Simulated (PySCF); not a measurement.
C7H8O, SMILES c1cc(oc1)CC=C at its GFN2-xTB optimised geometry (Å):

```
16

C     -2.9344    -1.9202    -2.0180
C     -1.7402    -2.0405    -1.4720
C     -1.4230    -1.6909    -0.0450
C     -0.4296    -0.5758     0.0000
C      0.9342    -0.5758     0.0000
C      1.3314     0.7845     0.0000
C      0.1808     1.5069    -0.0042
O     -0.8895     0.6928    -0.0058
H     -3.1182    -2.1713    -3.0487
H     -3.7828    -1.5677    -1.4544
H     -0.8974    -2.3878    -2.0548
H     -0.9975    -2.5622     0.4584
H     -2.3327    -1.3835     0.4727
H      1.5758    -1.4333     0.0062
H      2.3327     1.1638     0.0035
H     -0.0061     2.5622    -0.0026
```

Computed with CAM-B3LYP/def2-TZVP run with PySCF 2.14.0. Cells within 0.4 Å of a nucleus heavier than hydrogen are left out (blank, or x).

Map of the Laplacian of the electron density (e/bohr⁵), clipped to [-1.50, 1.50] on the plane z = 0.0 Å:

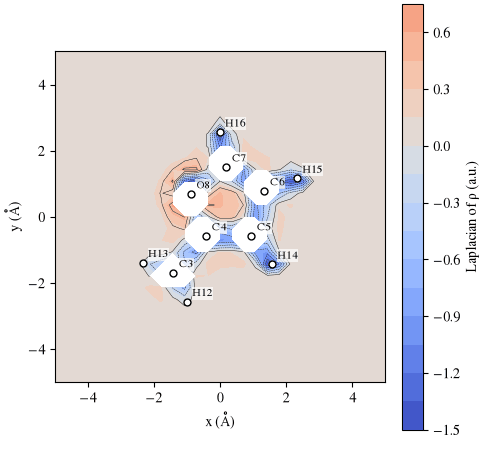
*Laplacian of the electron density (e/bohr⁵), clipped to [-1.50, 1.50] on the plane z = 0.0 Å.*
